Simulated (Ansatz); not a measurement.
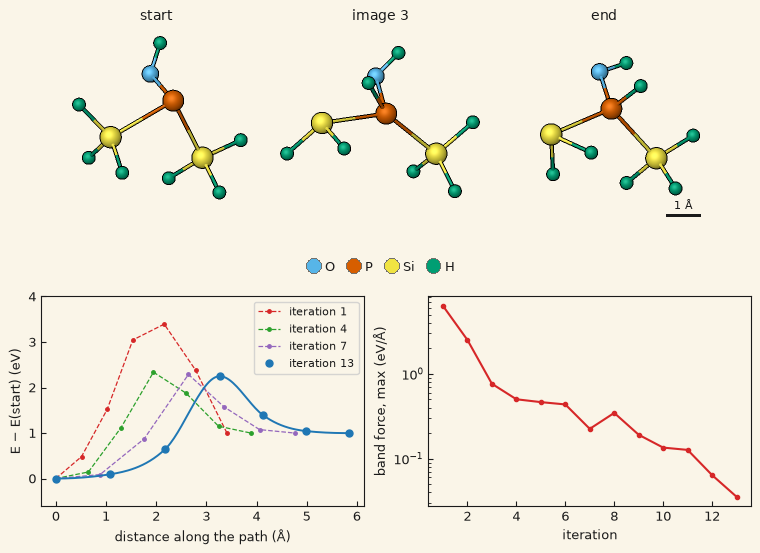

A search for the minimum-energy path of Si2PH7O by the nudged elastic band. Images are numbered from 0 (start) to 6 (end). The plot follows the band through its iterations. Style: ball-and-stick. Shown at a tilt.

Theory: UKS LDA/cc-pVDZ (Ansatz 0.2.0). Run with 5 movable images; climbing image; force threshold 0.05 eV/Å; iteration limit 60; starting path through a guess of the saddle point.

> Did the band converge, and can the barrier be trusted?

The result is final at these settings. The band converged in 13 iterations. The largest component of the band force went from 6.3 to 0.036 eV/Å. The climbing image converged on the top of the path. Its vibrational analysis gives one imaginary mode (824i cm⁻¹), as a transition state must have. The first iteration put the highest image at 3.39 eV. The highest point, image 3, lies 2.25 eV above the start and 1.25 eV above the end; the end is at +1.00 eV relative to the start.
